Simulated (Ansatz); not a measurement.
**C₁₂H₁₁F₅OS: one molecule under many settings**

How do the results and run time of C₁₂H₁₁F₅OS respond when the settings are drawn wide?

Program: Ansatz 0.2.0, Gaussian basis. Level of theory: the settings change from run to run. These are calculated values, not measurements.

### Step 1. The molecule

An earlier PBE-D4/def2-SVP relaxation fixed the geometry.

30 atoms, charge 0, spin multiplicity 1.

Atoms are counted from 1 here; the program's logs count them from 0.

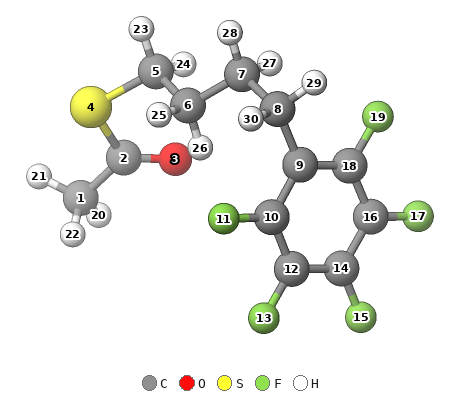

The geometry (carbon grey, oxygen red, sulfur yellow, fluorine green, hydrogen white); atoms are numbered from 1 in the order of the file.

### Step 2. wB97M-V/pcseg-2

Options: charge +1, multiplicity 2, density fitting with def2-universal-jkfit.

in.yaml

```yaml
crystal:
  periodic: [false, false, false]
  atoms:
    - {symbol: C, position_ang: [4.117874, 1.824405, 1.025566]}
    - {symbol: C, position_ang: [3.199478, 0.996078, 0.152787]}
    - {symbol: O, position_ang: [2.318086, 1.456674, -0.549605]}
    - {symbol: S, position_ang: [3.521082, -0.775766, 0.285122]}
    - {symbol: C, position_ang: [2.179097, -1.384974, -0.794655]}
    - {symbol: C, position_ang: [0.812396, -1.414140, -0.112956]}
    - {symbol: C, position_ang: [-0.288017, -1.936710, -1.041277]}
    - {symbol: C, position_ang: [-1.696227, -1.902702, -0.414209]}
    - {symbol: C, position_ang: [-2.153441, -0.508853, -0.060525]}
    - {symbol: C, position_ang: [-2.023367, 0.005372, 1.240041]}
    - {symbol: F, position_ang: [-1.512011, -0.767404, 2.213135]}
    - {symbol: C, position_ang: [-2.415001, 1.313267, 1.568795]}
    - {symbol: F, position_ang: [-2.283348, 1.772891, 2.816747]}
    - {symbol: C, position_ang: [-2.936747, 2.147400, 0.566180]}
    - {symbol: F, position_ang: [-3.307294, 3.394964, 0.861316]}
    - {symbol: C, position_ang: [-3.073895, 1.665466, -0.746864]}
    - {symbol: F, position_ang: [-3.573512, 2.457817, -1.699240]}
    - {symbol: C, position_ang: [-2.673290, 0.352886, -1.041048]}
    - {symbol: F, position_ang: [-2.803047, -0.086355, -2.304119]}
    - {symbol: H, position_ang: [4.169521, 2.854533, 0.624824]}
    - {symbol: H, position_ang: [5.132094, 1.383572, 1.093097]}
    - {symbol: H, position_ang: [3.698458, 1.867496, 2.053073]}
    - {symbol: H, position_ang: [2.501739, -2.393139, -1.126483]}
    - {symbol: H, position_ang: [2.159240, -0.715285, -1.679102]}
    - {symbol: H, position_ang: [0.861406, -2.032106, 0.809003]}
    - {symbol: H, position_ang: [0.566499, -0.380825, 0.208115]}
    - {symbol: H, position_ang: [-0.298762, -1.340462, -1.979528]}
    - {symbol: H, position_ang: [-0.064209, -2.983547, -1.342254]}
    - {symbol: H, position_ang: [-2.420793, -2.344006, -1.127709]}
    - {symbol: H, position_ang: [-1.714018, -2.526549, 0.501742]}
basis:
  gaussian: {orbitals: pcseg-2, fitting: {mean_field: def2-universal-jkfit}}
total_charge: 1
magnetization: {spin_polarized: true, initial_magnetization: 1}
hamiltonian: {xc: {name: wB97M-V}}
output: {forces: true}
```

Run with:

```bash
$ ansatz run in.yaml --threads 2 --pin off --events-out ev --progress --plain --max-ram 32768MiB --backend cuda --devices 0, --max-vram 18GiB
```

What it wrote, shortened:

```text
Functional definition: wB97M-V
  name "wB97M-V"
  cite "Mardirossian & Head-Gordon, J. Chem. Phys. 144, 214110 (2016) doi:10.1063/1.4952647"
  cite "Becke, J. Chem. Phys. 107, 8554 (1997) doi:10.1063/1.475007"
  cite "Vydrov & Van Voorhis, J. Chem. Phys. 133, 244103 (2010) doi:10.1063/1.3521275"
  # Of w^i u^j: cxij and so on, Table III.
[...]
  gx(w, u) = 1 - cx + cx01*u + cx10*w
  gss(w, u) = css00 + css04*u^4 + css10*w + css20*w^2 + css43*w^4*u^3
  gos(w, u) = cos00 + cos10*w + (cos20 + cos21*u)*w^2 + (cos60 + cos61*u)*w^6
[...]
      + integral(e_c_pw_mod_opposite_spin*gos(b97_w_opposite, b97_u_opposite)) + vv10(b, c)
1688 factors; integrals over basis functions are off by at most 1.1e0 eV
1688 factors; integrals over basis functions are off by at most 6.4e-7 eV
[...]
mean field -39081.79044830 eV, -1436.2293083858 hartree, gradient 1.1e-6 eV, S^2 0.758264; 6 other end points of the search recorded, 0 dependent functions left out
[...]
reference -39081.79053393 eV, -1436.2293115330 hartree; 76, 75 occupied and 652, 653 virtual orbitals, 1688 factors
Total energy: -39081.79053393 eV, -1436.2293115330 hartree
Atom 0 at     4.117874     1.824405     1.025566 Å, force     0.193308     0.049113     0.120725 eV/Å
Atom 1 at     3.199478     0.996078     0.152787 Å, force    -1.059899     3.162388    -0.623603 eV/Å
Atom 2 at     2.318086     1.456674    -0.549605 Å, force     1.622477    -1.662211     1.193554 eV/Å
[...]
Atom 14 at    -3.307294     3.394964     0.861316 Å, force     0.168139    -0.539829    -0.120185 eV/Å
Atom 15 at    -3.073895     1.665466    -0.746864 Å, force     0.208379    -0.284587     0.339878 eV/Å
Atom 16 at    -3.573512     2.457817    -1.699240 Å, force     0.208416    -0.328253     0.374913 eV/Å
Atom 17 at    -2.673290     0.352886    -1.041048 Å, force    -0.078279     0.362910     0.548026 eV/Å
Atom 18 at    -2.803047    -0.086355    -2.304119 Å, force     0.071352     0.094352     0.379413 eV/Å
Atom 19 at     4.169521     2.854533     0.624824 Å, force    -0.080525    -0.660188     0.207781 eV/Å
Atom 20 at     5.132094     1.383572     1.093097 Å, force    -0.573228     0.225554    -0.060366 eV/Å
Atom 21 at     3.698458     1.867496     2.053073 Å, force     0.180534    -0.067925    -0.555467 eV/Å
Atom 22 at     2.501739    -2.393139    -1.126483 Å, force    -0.136713     0.528165     0.332905 eV/Å
Atom 23 at     2.159240    -0.715285    -1.679102 Å, force     0.062404    -0.188713     0.558500 eV/Å
Atom 24 at     0.861406    -2.032106     0.809003 Å, force    -0.052103     0.295284    -0.543940 eV/Å
Atom 25 at     0.566499    -0.380825     0.208115 Å, force     0.075797    -0.571067    -0.181245 eV/Å
Atom 26 at    -0.298762    -1.340462    -1.979528 Å, force     0.030949    -0.285708     0.532696 eV/Å
Atom 27 at    -0.064209    -2.983547    -1.342254 Å, force    -0.107602     0.606429     0.210984 eV/Å
Atom 28 at    -2.420793    -2.344006    -1.127709 Å, force     0.517959     0.212347     0.367468 eV/Å
Atom 29 at    -1.714018    -2.526549     0.501742 Å, force    -0.005779     0.311125    -0.540850 eV/Å
Dipole moment:     3.291456    -1.117231    -0.026745 e Å
```

Run time: 41 s. Hardware: 1 × H100 (card shared with other runs) with 2 threads of AMD EPYC 7R13, shared host; peak host memory 1.8 GiB.

Largest force 3.393 eV/Å, ⟨S²⟩ 0.758.

### Step 3. CAM-B3LYP/6-31G

This run has a grid of angular degree 11, D3(BJ) dispersion.

in.yaml: that of step 2 with these lines changed.

```diff
@@ -34,6 +34,4 @@
 basis:
-  gaussian: {orbitals: pcseg-2, fitting: {mean_field: def2-universal-jkfit}}
-total_charge: 1
-magnetization: {spin_polarized: true, initial_magnetization: 1}
-hamiltonian: {xc: {name: wB97M-V}}
+  gaussian: {orbitals: 6-31G, final_grid: {core_spheres: 5, valence_spheres: 4, degree: 11}}
+hamiltonian: {xc: {name: CAM-B3LYP}, dispersion: d3bj}
 output: {forces: true}
```

Same command.

What it wrote, shortened:

```text
Functional definition: CAM-B3LYP
  name "CAM-B3LYP"
  cite "Yanai, Tew & Handy, Chem. Phys. Lett. 393, 51 (2004) doi:10.1016/j.cplett.2004.06.011"
  cite "Iikura, Tsuneda, Yanai & Hirao, J. Chem. Phys. 115, 3540 (2001) doi:10.1063/1.1383587"
  cite "Becke, Phys. Rev. A 38, 3098 (1988) doi:10.1103/PhysRevA.38.3098"
  cite "Lee, Yang & Parr, Phys. Rev. B 37, 785 (1988) doi:10.1103/PhysRevB.37.785"
  cite "Vosko, Wilk & Nusair, Can. J. Phys. 58, 1200 (1980) doi:10.1139/p80-159"
[...]
  # Exact exchange under (alpha + beta erf(omega r))/r, Becke's under what is left of 1/r.
[...]
2466 factors; integrals over basis functions are off by at most 1.9e-4 eV
933 factors; integrals over basis functions are off by at most 6.2e-6 eV
[...]
Atom 20 at     5.132094     1.383572     1.093097 Å, force    -0.450952     0.255752    -0.048886 eV/Å
Atom 21 at     3.698458     1.867496     2.053073 Å, force     0.196820     0.039112    -0.409264 eV/Å
Atom 22 at     2.501739    -2.393139    -1.126483 Å, force    -0.202744     0.505097     0.138299 eV/Å
Atom 23 at     2.159240    -0.715285    -1.679102 Å, force    -0.067052    -0.384285     0.349081 eV/Å
Atom 24 at     0.861406    -2.032106     0.809003 Å, force    -0.076436     0.262729    -0.393502 eV/Å
Atom 25 at     0.566499    -0.380825     0.208115 Å, force     0.037930    -0.420148    -0.083205 eV/Å
Atom 26 at    -0.298762    -1.340462    -1.979528 Å, force     0.071885    -0.238221     0.361159 eV/Å
Atom 27 at    -0.064209    -2.983547    -1.342254 Å, force    -0.026453     0.431227     0.107374 eV/Å
Atom 28 at    -2.420793    -2.344006    -1.127709 Å, force     0.307723     0.215086     0.335492 eV/Å
Atom 29 at    -1.714018    -2.526549     0.501742 Å, force    -0.004374     0.282442    -0.394198 eV/Å
Dipole moment:     0.305844    -0.513940     0.037338 e Å
```

Wall time 12 s (1 × H100 (card shared with other runs) with 2 threads of AMD EPYC 7R13, shared host); peak host memory 0.99 GiB.

Largest force 2.438 eV/Å, dipole 2.88 D.

### Step 4. revPBE/cc-pVTZ-DK

Set apart from the defaults: multiplicity 3, density fitting with def2-universal-jkfit, finite nuclei.

in.yaml: that of step 3 with these lines changed.

```diff
@@ -34,4 +34,4 @@
 basis:
-  gaussian: {orbitals: 6-31G, final_grid: {core_spheres: 5, valence_spheres: 4, degree: 11}}
-hamiltonian: {xc: {name: CAM-B3LYP}, dispersion: d3bj}
-output: {forces: true}
+  gaussian: {orbitals: cc-pVTZ-DK, fitting: {mean_field: def2-universal-jkfit}, nuclear_model: gaussian}
+magnetization: {spin_polarized: true, initial_magnetization: 2}
+hamiltonian: {xc: {name: revPBE}}
```

Same command.

What it wrote, shortened:

```text
Functional definition: revPBE
  name "revPBE"
  cite "Zhang & Yang, Phys. Rev. Lett. 80, 890 (1998) doi:10.1103/PhysRevLett.80.890"
  cite "Perdew, Burke & Ernzerhof, Phys. Rev. Lett. 77, 3865 (1996) doi:10.1103/PhysRevLett.77.3865"
[...]
1688 factors; integrals over basis functions are off by at most 9.6e-1 eV
[...]
mean field -39133.35265005 eV, -1438.1241843502 hartree, gradient 1.0e-5 eV, S^2 2.023524; 10 other end points of the search recorded, 0 dependent functions left out
reference -39133.35272389 eV, -1438.1241870638 hartree; 77, 75 occupied and 651, 653 virtual orbitals, 1688 factors
Total energy: -39133.35272389 eV, -1438.1241870638 hartree
Relativity: scalar
```

Wall time 34 s (1 × H100 (card shared with other runs) with 2 threads of AMD EPYC 7R13, shared host); peak host memory 1.9 GiB.

⟨S²⟩ 2.024.

### Step 5. B3LYP5/aug-cc-pVDZ

Options: atoms shaken by 0.08 Å, density fitting with def2-universal-jkfit, the search for lower states set to light.

in.yaml

```yaml
crystal:
  periodic: [false, false, false]
  atoms:
    - {symbol: C, position_ang: [4.154817, 1.913741, 1.087693]}
    - {symbol: C, position_ang: [3.207187, 0.925725, 0.197132]}
    - {symbol: O, position_ang: [2.350121, 1.387221, -0.490632]}
    - {symbol: S, position_ang: [3.475581, -0.757523, 0.328995]}
    - {symbol: C, position_ang: [2.212171, -1.248949, -0.789242]}
    - {symbol: C, position_ang: [0.954228, -1.459745, -0.141836]}
    - {symbol: C, position_ang: [-0.307364, -2.044896, -1.026420]}
    - {symbol: C, position_ang: [-1.798533, -1.899958, -0.429824]}
    - {symbol: C, position_ang: [-2.132430, -0.515974, 0.000495]}
    - {symbol: C, position_ang: [-2.029223, 0.027732, 1.313926]}
    - {symbol: F, position_ang: [-1.599662, -0.870306, 2.161205]}
    - {symbol: C, position_ang: [-2.505010, 1.324745, 1.681170]}
    - {symbol: F, position_ang: [-2.320496, 1.713424, 2.776571]}
    - {symbol: C, position_ang: [-2.783398, 2.068603, 0.609231]}
    - {symbol: F, position_ang: [-3.222802, 3.415474, 0.737088]}
    - {symbol: C, position_ang: [-3.084898, 1.747554, -0.814528]}
    - {symbol: F, position_ang: [-3.581474, 2.528925, -1.657732]}
    - {symbol: C, position_ang: [-2.691983, 0.358744, -1.115040]}
    - {symbol: F, position_ang: [-2.888574, -0.164237, -2.304946]}
    - {symbol: H, position_ang: [4.080883, 2.847330, 0.544878]}
    - {symbol: H, position_ang: [5.184833, 1.458138, 1.037555]}
    - {symbol: H, position_ang: [3.719936, 1.818999, 1.981497]}
    - {symbol: H, position_ang: [2.494635, -2.290716, -1.102361]}
    - {symbol: H, position_ang: [2.171087, -0.602886, -1.527139]}
    - {symbol: H, position_ang: [0.885931, -2.007225, 0.772323]}
    - {symbol: H, position_ang: [0.486208, -0.471355, 0.218906]}
    - {symbol: H, position_ang: [-0.326788, -1.242075, -1.962980]}
    - {symbol: H, position_ang: [-0.209254, -2.977337, -1.222896]}
    - {symbol: H, position_ang: [-2.435473, -2.390866, -1.209189]}
    - {symbol: H, position_ang: [-1.797017, -2.579218, 0.573616]}
basis:
  gaussian: {orbitals: aug-cc-pVDZ, fitting: {mean_field: def2-universal-jkfit}}
hamiltonian: {xc: {name: B3LYP5}}
scf: {lower_state_search: light}
output: {forces: true}
```

Launched as before.

What it wrote, shortened:

```text
Functional definition: B3LYP5
  name "B3LYP5"
  cite "Stephens, Devlin, Chabalowski & Frisch, J. Phys. Chem. 98, 11623 (1994) doi:10.1021/j100096a001"
  cite "Becke, Phys. Rev. A 38, 3098 (1988) doi:10.1103/PhysRevA.38.3098"
  cite "Lee, Yang & Parr, Phys. Rev. B 37, 785 (1988) doi:10.1103/PhysRevB.37.785"
  cite "Vosko, Wilk & Nusair, Can. J. Phys. 58, 1200 (1980) doi:10.1139/p80-159"
[...]
1688 factors; integrals over basis functions are off by at most 2.6e-1 eV
[...]
mean field -39072.48887963 eV, -1435.8874820421 hartree, gradient 2.7e-5 eV, S^2 0.000000; 0 other end points of the search recorded, 0 dependent functions left out
[...]
reference -39072.48945322 eV, -1435.8875031211 hartree; 76, 76 occupied and 464, 464 virtual orbitals, 1688 factors
Total energy: -39072.48945322 eV, -1435.8875031211 hartree
[...]
Atom 20 at     5.184833     1.458138     1.037555 Å, force    -0.723296     0.675199     0.367513 eV/Å
Atom 21 at     3.719936     1.818999     1.981497 Å, force    -1.452910     0.334798     4.175060 eV/Å
Atom 22 at     2.494635    -2.290716    -1.102361 Å, force     0.432272     0.842012    -0.483711 eV/Å
Atom 23 at     2.171087    -0.602886    -1.527139 Å, force    -0.175802     3.216923    -4.137061 eV/Å
Atom 24 at     0.885931    -2.007225     0.772323 Å, force     0.939641    -0.983016     0.846991 eV/Å
Atom 25 at     0.486208    -0.471355     0.218906 Å, force     0.910653    -0.819371    -0.540831 eV/Å
Atom 26 at    -0.326788    -1.242075    -1.962980 Å, force     0.144483    -2.595874     1.607365 eV/Å
Atom 27 at    -0.209254    -2.977337    -1.222896 Å, force     1.045000    -6.614439    -2.129369 eV/Å
Atom 28 at    -2.435473    -2.390866    -1.209189 Å, force     0.022816     0.752794     0.751925 eV/Å
Atom 29 at    -1.797017    -2.579218     0.573616 Å, force    -0.284205     1.200975    -2.272445 eV/Å
Dipole moment:     0.260203    -0.551996     0.142862 e Å
```

It took 15 s on 1 × H100 (card shared with other runs) with 2 threads of AMD EPYC 7R13, shared host; peak host memory 1.1 GiB.

Largest force 11.345 eV/Å, dipole 3.01 D.

### Step 6. All runs side by side

```csv
level,charge,multiplicity,geometry,functions,energy (eV),time
wB97M-V/pcseg-2,1,2,relaxed,728,-39081.791,41 s
CAM-B3LYP/6-31G,0,1,relaxed,197,-39070.309,12 s
revPBE/cc-pVTZ-DK,0,3,relaxed,728,-39133.353,34 s
B3LYP5/aug-cc-pVDZ,0,1,shaken,540,-39072.489,15 s
```

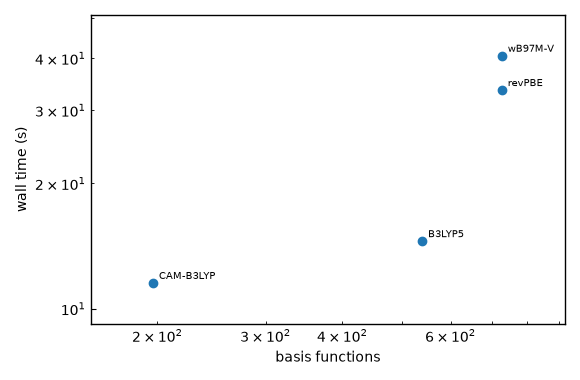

Wall time against the number of basis functions (shared host).

### Step 7. Results

| quantity | value |
| --- | --- |
| runs | 4 |
| quickest | CAM-B3LYP/6-31G, 12 s |
| slowest | wB97M-V/pcseg-2, 41 s |

The runs differ in state or geometry as well as level, so their energies can't be set against each other. wB97M-V/pcseg-2 took 4 times as long as CAM-B3LYP/6-31G. The jobs differ in tasks and options as well as level. At the PBE-D4/def2-SVP geometry and in the same state, runs without warnings or point charges leave forces up to 2.44 eV/Å (CAM-B3LYP/6-31G), against 11.3 eV/Å where the atoms were moved.
